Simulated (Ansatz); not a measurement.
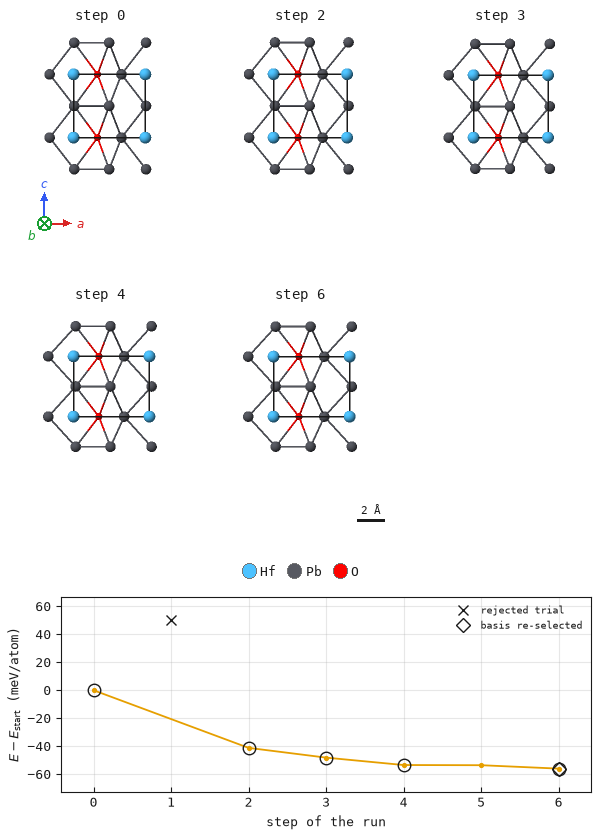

Frames of a relaxation of a crystal of HfPb4O (a generated structure, set up in P-6m2) (coarse preliminary run), marked on the history of the run. The picture is a ball-and-stick view of the cell of the calculation, seen along the b axis.

Method: Ansatz, DFT PBE, scalar-relativistic, plane waves, PAW. Settings: plane-wave cutoff 420 eV; k-point mesh 3 × 3 × 4; occupations gaussian; smearing width 0.1 eV; no spin polarisation; cell and atoms relaxed; force threshold 0.04 eV/Å; at most 70 steps.

**What happens along the run?**

The largest moves relative to the cell, 0.11 Å, are those of Pb atoms. Hf and O stay in place. The drawn cell changes as follows: a = b 6.178 → 6.547 Å (+6.0 %), c 4.716 → 4.472 Å (−5.2 %); the volume changes by +6.5 %. Some distances before and after: O–Pb 2.928 → 2.828 Å, Pb–Pb 2.986 → 3.032 Å, Pb–Pb 3.005 → 2.999 Å. Among the angles between lasting bonds that change: Pb–Pb–Pb 104.3° → 95.0°, Pb–Pb–Pb 64.2° → 71.6°, Pb–Pb–Pb 144.3° → 140.5°. The space group stays P-6m2 (No. 187). Over 4 accepted moves (6 points after the start) the energy falls by 56.0 meV per atom. Largest force component: 1.3 eV/Å at the start, 0.015 eV/Å at the end. The pressure goes from 4.05 to 0.15 GPa. The line search rejected the trial step at point 1 of the run. At 1 point the geometry stayed and the basis and grid were re-selected for the new cell (energy shift of 2.4 meV per atom at most each time). Cost: 82 s on 1 thread of Intel(R) Xeon(R) Processor @ 2.70GHz, on a shared host, peak memory 0.45 GiB. From step 0 to 2: Pb atoms move most (0.06 Å), volume +5.2 %, energy −41.2 meV per atom. From step 2 to 3: Pb atoms move most (0.02 Å), volume +1.0 %, energy −7.0 meV per atom. From step 3 to 4: Pb atoms move most (0.03 Å), volume +0.2 %, energy −5.3 meV per atom. From step 4 to 6: volume +0.1 %, energy −2.6 meV per atom.

```json
{"step": "0", "E − E(0), meV/atom": "0.00", "largest force component, eV/Å": "1.2757", "pressure, GPa": "4.05", "volume, Å³/atom": "25.978", "note": ""}
{"step": "1", "E − E(0), meV/atom": "49.91", "largest force component, eV/Å": "2.8812", "pressure, GPa": "-0.13", "volume, Å³/atom": "28.662", "note": "rejected"}
{"step": "2", "E − E(0), meV/atom": "-41.20", "largest force component, eV/Å": "0.1836", "pressure, GPa": "0.64", "volume, Å³/atom": "27.317", "note": ""}
{"step": "3", "E − E(0), meV/atom": "-48.16", "largest force component, eV/Å": "0.0264", "pressure, GPa": "0.07", "volume, Å³/atom": "27.586", "note": ""}
{"step": "4", "E − E(0), meV/atom": "-53.45", "largest force component, eV/Å": "0.0676", "pressure, GPa": "0.09", "volume, Å³/atom": "27.629", "note": ""}
{"step": "5", "E − E(0), meV/atom": "-53.58", "largest force component, eV/Å": "0.0154", "pressure, GPa": "0.04", "volume, Å³/atom": "27.668", "note": ""}
{"step": "6", "E − E(0), meV/atom": "-56.02", "largest force component, eV/Å": "0.0151", "pressure, GPa": "0.15", "volume, Å³/atom": "27.668", "note": "same geometry, new basis"}
```
